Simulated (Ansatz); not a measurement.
## Electronic structure of AlN$_{2}$Si (doublet) in real space

The calculation's input:

```
crystal:
  periodic: [false, false, false]
  atoms:
    - {symbol: Al, position_ang: [1.440311, -0.444494, 0.550967]}
    - {symbol: N, position_ang: [-0.125106, 0.218548, -0.489376]}
    - {symbol: "N", position_ang: [-0.349333, 0.315388, 0.989367]}
    - {symbol: Si, position_ang: [-1.681592, 0.879478, -0.009128]}
basis:
  gaussian: {orbitals: def2-TZVPD}
magnetization: {spin_polarized: true, initial_magnetization: 1}
output: {forces: true, orbitals: {seedname: orbitals}}
hamiltonian: {xc: {name: PBE0}}
```

Run with:

```sh
ansatz run input.yaml --threads 1 --pin off --max-ram 2610MiB --events-out events.jsonl --progress --plain --runs-dir runs
```

Geometry: r2SCAN-D4/def2-SVP.

Theory: isolated molecule in a Gaussian basis; Kohn-Sham density functional theory, functional PBE0 (Ansatz).

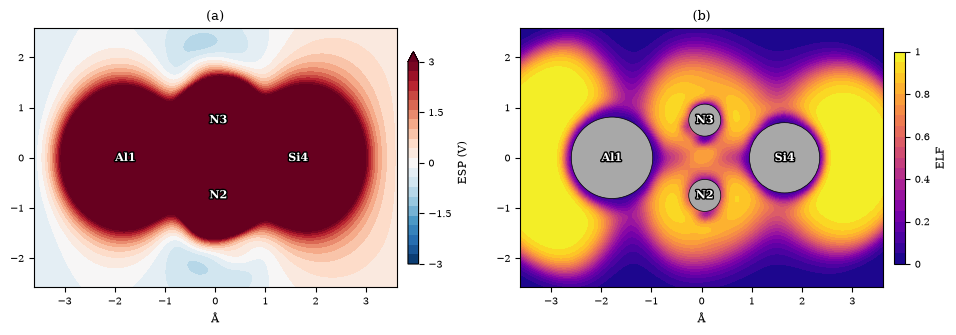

Figure 1. (a) electrostatic potential; (b) ELF on the molecular plane. Grey discs cover the atomic cores in the ELF map.

Read the bonding off the picture.

Answer.
- The section cuts through Al, N and Si sites.
- N–N (1.50 Å): the ELF peaks at about 0.75 between the atoms; a shared electron pair.
- Si–N (1.76 Å): the ELF peaks at about 0.85 between the atoms; a shared but strongly polarised pair.
- Al–N (1.99 Å): the ELF peaks at about 0.85 in the valence shell of N, 0.7 Å from its nucleus, and is about 0.45 at the midpoint.
- The ELF also peaks beside N2 and Si4, away from the bonds: non-bonding electrons, paired or unpaired.
- Outside the dense part of the molecule the potential is most negative (−0.8 V) near N2 and N3.

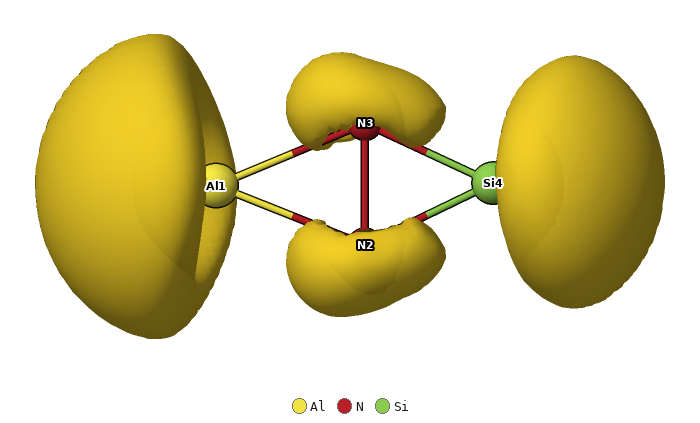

Figure 2. Isosurface of the ELF at 0.8 (yellow), seen across its widest extent. Core shells and regions of very low density are left out.

Identify the bonds, lone pairs and shells in this picture.

Answer. The ELF exceeds this value in one lobe on Al, pointing away from the bonds (non-bonding electrons), one lobe on Si, pointing away from the bonds (non-bonding electrons) and two regions wrapped around N (the valence shell of each).

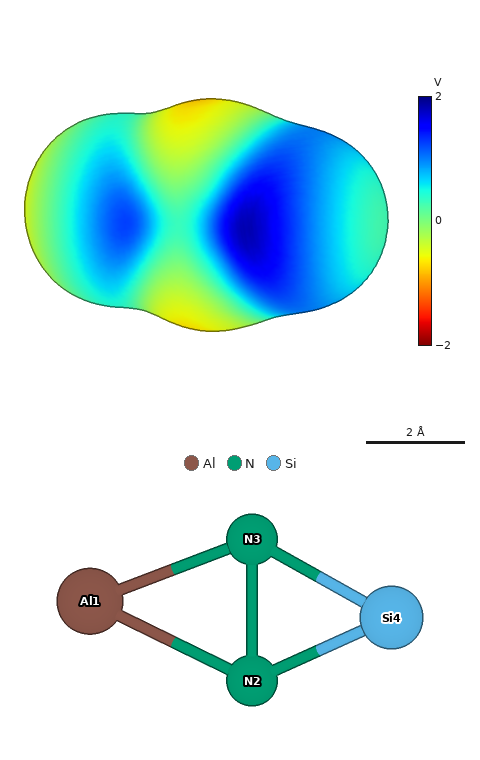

Figure 3. The electrostatic potential painted on the density surface at 0.002 e/bohr³, seen at a tilt; red is negative and blue positive. The bare structure is drawn below in the same view.

Where is the surface potential most negative and most positive?

Answer. The most negative region (about −0.7 V, or −16 kcal/mol for a unit charge) lies over N3, the most positive (about +1.8 V, or +42 kcal/mol for a unit charge) over Si4.
